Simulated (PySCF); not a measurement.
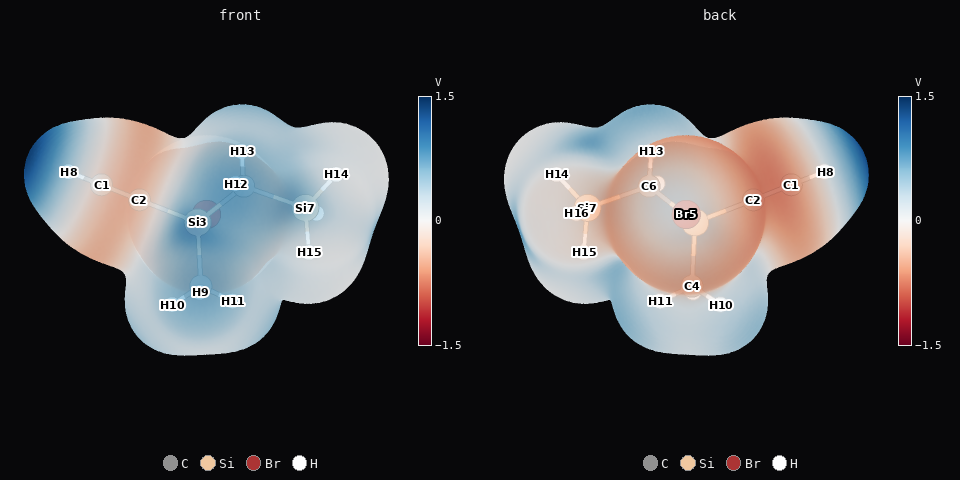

*C4H9BrSi2. The molecular electrostatic potential painted on the density surface at 0.001 e/bohr³, seen from the front and from behind; red is negative and blue positive.*

Geometry: GFN2-xTB.

Theory: CAM-B3LYP/def2-SVPD, SCF density, gas phase in PySCF.

```xyz
16

C    -1.8072    3.0926    0.3383
C    -1.2418    2.0560    0.1134
Si   -0.3472    0.4802   -0.2705
C    -1.5714   -0.9525   -0.4432
Br    0.5825    0.8107   -2.2990
C     1.0611    0.1761    0.9604
Si    1.9975   -1.4736    0.7581
H    -2.3074    3.9970    0.5363
H    -1.9965   -1.2204    0.5191
H    -2.3906   -0.6893   -1.1070
H    -1.0840   -1.8340   -0.8508
H     0.6556    0.2305    1.9709
H     1.7757    0.9961    0.8780
H     3.0951   -1.5016    1.7250
H     1.0615   -2.5689    1.0328
H     2.5095   -1.5898   -0.6058
```

Question: Where is the surface potential most negative and most positive?

Answer: The most negative region (about −0.8 V) lies over C1, C2 and Br5, the most positive (about +1.3 V) over H8.

Question: What dipole moment does the calculation give?

Answer: Its dipole moment is 2.26 D.
